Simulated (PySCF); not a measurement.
```xyz
14

C    -1.4854   -0.0852   -1.0518
C    -1.4832   -0.2200    0.4632
O    -2.2653   -0.9999    1.0279
C    -0.5650    0.6035    1.1505
O     1.4123   -0.4188    1.0705
C     2.0793   -0.2440    0.0705
F     3.4669   -0.4085    0.2098
F     1.8292   -1.0652   -1.0420
F     2.0266    1.0267   -0.5360
H    -2.3002   -0.6654   -1.4798
H    -0.5399   -0.4602   -1.4361
H    -1.5823    0.9590   -1.3436
H    -0.5064    0.5518    2.2215
H    -0.0872    1.4258    0.6531
```

Geometry: GFN2-xTB; at this geometry the atoms fall into two loosely joined parts.

Theory: PySCF 2.14.0, density-fitted response routines, UKS B3LYP, pcH-1 on C F H O, non-relativistic, mean-field spin-orbit, GIAO.

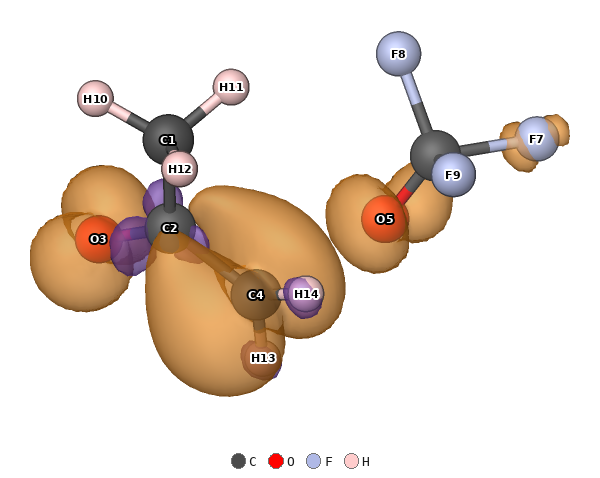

C₄H₅F₃O₂ (charge −1, doublet). Isosurfaces of the spin density at +0.02 (orange) and −0.02 e/Å³ (purple), seen at a tilt.

Q: Describe the spin distribution.

A: The unpaired spin (1 electron) lies mostly on C4 (about 0.5), O3 (about 0.2), O5 (about 0.1) and C2 (about 0.1), in electrons by Hirshfeld's partition.
